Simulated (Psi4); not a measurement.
# r2SCAN/def2-TZVP run of CH3BO (SMILES [BH3-]C#[O+])

Aim: the vertical singlet–triplet gap of CH3BO at r2SCAN/def2-TZVP, from 2 runs. 

The results are computed with Psi4 1.11.

1 further run of the same task is left out (set aside as unsound or not needed). Runs told in other sessions of the task aren't counted.

## (1) Starting point

The species is CH3BO (6 atoms), meant as a singlet with charge 0. SMILES: `[BH3-]C#[O+]`. The coordinates come from a PBE0-D4/def2-TZVP relaxation.

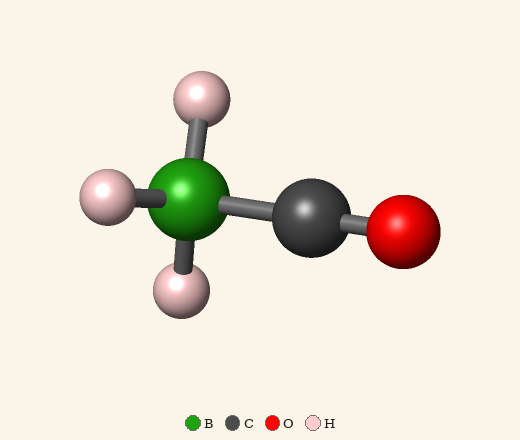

Viewed from a chosen angle; boron green, carbon dark grey, oxygen red, hydrogen pink.

## (2) Energy and forces at r2SCAN/def2-TZVP

File ch3bo.inp:

```
memory 2.2 GB

molecule geom {
  0 1
  B     -0.275160     0.419730    -0.199910
  C      0.494180    -0.755680     0.359250
  O      1.068320    -1.631140     0.776320
  H     -1.437140     0.121710    -0.050320
  H      0.069540     0.485120    -1.356800
  H      0.080260     1.360240     0.471460
  symmetry c1
  no_reorient
  no_com
}

set {
  basis                def2-TZVP
  puream               true
  e_convergence        1e-09
  d_convergence        1e-08
  scf_type             pk
  dft_radial_points    99
  dft_spherical_points 590
}

e_tot, wfn = gradient('r2scan', return_wfn=True)
oeprop(wfn, 'WIBERG_LOWDIN_INDICES', 'MULLIKEN_CHARGES', 'QUADRUPOLE', title='R2SCAN')
```

On the command line:

```console
$ psi4 ch3bo.inp ch3bo.out -n 1
```

ch3bo.out:

```text
[...]
  Running in c1 symmetry.
[...]
  Nuclear repulsion =   56.830250486033535
[...]
  Multiplicity = 1
[...]
  Nalpha       = 11
  Nbeta        = 11
[...]
    Number of basis functions: 111
[...]
   @RKS iter   1:  -139.73147226264226   -4.02245e-01   5.50807e-03 DIIS/ADIIS
[...]
   @RKS iter  11:  -139.94460711877792   -1.33582e-12   5.25083e-09 DIIS
[...]
  @RKS Final Energy:  -139.94460711877792
   => Energetics <=
    Nuclear Repulsion Energy =             56.8302504860335347
    One-Electron Energy =                -300.8629824786596600
    Two-Electron Energy =                 123.1248184172230253
    DFT Exchange-Correlation Energy =     -19.0366935433748381
    Empirical Dispersion Energy =           0.0000000000000000
    VV10 Nonlocal Energy =                  0.0000000000000000
    Total Energy =                       -139.9446071187779239
[...]
  -Total Gradient:
     Atom            X                  Y                   Z
    ------   -----------------  -----------------  -----------------
       1       -0.001653437476     0.002514618559    -0.001202628147
       2        0.008643531456    -0.013188814842     0.006282423166
       3       -0.007526640193     0.011503193427    -0.005471629680
       4        0.000077251129    -0.000361053305     0.000171696153
       5        0.000259462723    -0.000330728423     0.000026169480
       6        0.000271195608    -0.000245800612     0.000245299944
[...]
 Multipole Moments:
 ------------------------------------------------------------------------------------
     Multipole            Electronic (a.u.)      Nuclear  (a.u.)        Total (a.u.)
 ------------------------------------------------------------------------------------
 L = 1.  Multiply by 2.5417464519 to convert [e a0] to [Debye]
 Dipole X            :        -16.4684311           16.7212416            0.2528105
 Dipole Y            :         25.1578050          -25.5443351           -0.3865301
 Dipole Z            :        -11.9687670           12.1525453            0.1837782
 Magnitude           :                                                    0.4970846
 L = 2.  Multiply by 1.3450342976 to convert [e a0^2] to [Debye ang]
 Quadrupole XX       :        -60.7925249           46.6058178          -14.1867071
 Quadrupole XY       :         60.3648033          -59.9608863            0.4039170
[...]
  Mulliken Charges: (a.u.)
   Center  Symbol    Alpha    Beta     Spin     Total
       1     B     2.66529  2.66529  0.00000 -0.33058
       2     C     2.84264  2.84264  0.00000  0.31471
       3     O     4.01782  4.01782  0.00000 -0.03565
       4     H     0.49141  0.49141  0.00000  0.01717
       5     H     0.49141  0.49141  0.00000  0.01717
       6     H     0.49142  0.49142  0.00000  0.01717
   Total alpha = 11.00000, Total beta = 11.00000, Total charge = -0.00000
  Wiberg Bond Indices using Orthogonal Lowdin Orbitals:
[...]
```

It took 67 s on 1 thread of AMD EPYC 7R43 (Zen 3), shared host; peak memory 0.9 GiB.

## (3) The triplet: the energy at U-r2SCAN/def2-TZVP

File job.dat:

```
memory 2200 MB

molecule mol {
  0 3
  B     -0.51997704     0.79317475    -0.37777515
  C      0.93386486    -1.42802824     0.67888411
  O      2.01883221    -3.08240787     1.46703219
  H     -2.71580100     0.22999857    -0.09509102
  H      0.13141155     0.91674394    -2.56398041
  H      0.15166942     2.57048106     0.89093028
  units au
  symmetry c1
}

set basis def2-TZVP
set reference uks
set puream true
set e_convergence 1e-09
set d_convergence 1e-08
set scf_type pk
set dft_radial_points 99
set dft_spherical_points 590
set maxiter 100

energy_value, wavefunction = energy("r2scan", return_wfn=True)
oeprop(wavefunction, "QUADRUPOLE", "MAYER_INDICES", "LOWDIN_CHARGES", title="R2SCAN")
print_variables()
```

On the command line:

```console
$ psi4 -n 1 job.dat job.out
```

job.out:

```text
[...]
  Running in c1 symmetry.
[...]
  Nuclear repulsion =   56.830250529776492
[...]
  Multiplicity = 3
[...]
  Nalpha       = 12
  Nbeta        = 10
[...]
    Number of basis functions: 111
[...]
   @UKS iter   1:  -139.50469528899828   -1.75468e-01   5.47848e-03 ADIIS/DIIS
[...]
   @UKS iter  30:  -139.71775441497937   -1.26192e-11   2.05619e-09 DIIS
[...]
   @S^2 Observed:                2.012269956E+00
[...]
    Orbital Energies [Eh]
    ---------------------
    Alpha Occupied:
       1A    -19.013507     2A    -10.084489     3A     -6.648300
       4A     -1.096413     5A     -0.626842     6A     -0.495179
       7A     -0.456085     8A     -0.425098     9A     -0.409477
      10A     -0.382369    11A     -0.348353    12A     -0.086894
    Alpha Virtual:
      13A     -0.043148    14A      0.032898    15A      0.083695
      16A      0.101744    17A      0.102062    18A      0.116574
      19A      0.128738    20A      0.140826    21A      0.235933
      22A      0.255313    23A      0.267273    24A      0.282423
      25A      0.343442    26A      0.417357    27A      0.425610
[...]
  @UKS Final Energy:  -139.71775441497937
   => Energetics <=
    Nuclear Repulsion Energy =             56.8302505297764924
    One-Electron Energy =                -301.2426629877602409
    Two-Electron Energy =                 123.7759314682506329
    DFT Exchange-Correlation Energy =     -19.0812734252462519
    Empirical Dispersion Energy =           0.0000000000000000
    VV10 Nonlocal Energy =                  0.0000000000000000
    Total Energy =                       -139.7177544149793675
  UHF NO Occupations:
  HONO-2 :   10  A 1.9966933
  HONO-1 :   11  A 1.0000000
[...]
 Multipole Moments:
 ------------------------------------------------------------------------------------
     Multipole            Electronic (a.u.)      Nuclear  (a.u.)        Total (a.u.)
 ------------------------------------------------------------------------------------
 L = 1.  Multiply by 2.5417464519 to convert [e a0] to [Debye]
 Dipole X            :          1.2601300           -1.7680871           -0.5079571
 Dipole Y            :         -2.3050835            2.7021024            0.3970189
 Dipole Z            :          1.0959222           -1.2851222           -0.1892000
 Magnitude           :                                                    0.6718936
 L = 2.  Multiply by 1.3450342976 to convert [e a0^2] to [Debye ang]
 Quadrupole XX       :        -47.1973376           34.0388273          -13.1585103
 Quadrupole XY       :         41.2302093          -40.7629114            0.4672979
[...]
```

Run time: 3.7 min. Hardware: 1 thread of AMD EPYC 7R43 (Zen 3), shared host; peak memory 0.92 GiB.

## (4) What came out

Level: r2SCAN/def2-TZVP.

| quantity | value |
| --- | --- |
| singlet: total energy | -139.94461 Eh |
| singlet: dipole moment | 1.26 D |
| singlet: HOMO energy | -8.61 eV |
| singlet: LUMO energy | -2.19 eV |
| singlet: HOMO–LUMO gap | 6.41 eV |
| singlet: largest force on an atom | 0.873 eV/Å |
| triplet: total energy | -139.71775 Eh |
| triplet: dipole moment | 1.71 D |
| triplet: HOMO energy (highest over α and β) | -2.36 eV |
| triplet: ⟨S²⟩ | 2.012 |
| vertical energy of the triplet above the singlet | 6.173 eV |

**Reading.** At this shape the triplet lies 6.17 eV (596 kJ/mol) above the singlet. The largest force (singlet) is 0.87 eV/Å: the shape isn't a stationary point for this species at this level. With no_com the log's rotational constants are taken about the origin, not the centre of mass, so they aren't the molecule's. Mulliken charges (singlet) run from -0.33 on B1 to +0.31 on C2.
